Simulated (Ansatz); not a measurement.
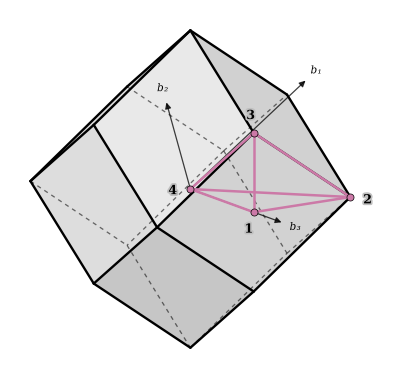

Crystal: K5P3, coordinates from a relaxation with Ansatz, DFT PBE, scalar-relativistic, plane waves, PAW; the starting structure was generated, so it need not be a known form of this composition. The first Brillouin zone of a body-centred cubic lattice (cI; extended symbol cI1) is drawn with its special points numbered. The drawing is computed from the coordinates (standard cell, symmetry found to 0.002 Å).

a = 7.784 Å, b = 7.784 Å, c = 7.784 Å, α = 90.00°, β = 90.00°, γ = 90.00°.

Labels and path follow the convention of Hinuma et al. (2017), as computed by seekpath; the arrows show the directions of the reciprocal primitive vectors b₁, b₂, b₃, in which coordinates are given.

Question: Give the label and coordinates of each numbered point.

Answer:
| no. | label | coordinates |
| --- | --- | --- |
| 1 | N | (0, 0, 1/2) |
| 2 | H | (1/2, −1/2, 1/2) |
| 3 | P | (1/4, 1/4, 1/4) |
| 4 | Γ | (0, 0, 0) |
